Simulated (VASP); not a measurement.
Band structure of CdSe (wurtzite). Level of theory: SCAN meta-GGA, VASP's PBE PAW potentials (set 64) (plane waves; VASP).

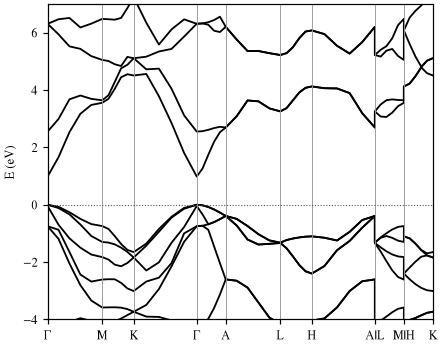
Fig. 1. Bands along high-symmetry lines, zero at the valence-band maximum or, without a gap, the Fermi level

### Question
Read the plot: is there a gap, and where are the band edges?

### Answer
The gap is direct, 0.98 eV, from the valence maximum at Γ to the conduction minimum at Γ.

Measured: gap 1.73 eV (computed value off by -0.75 eV), as given by Abedi et al., (2022), arXiv:2211.14644.

The compound is CdSe in the wurtzite structure. It was relaxed first.
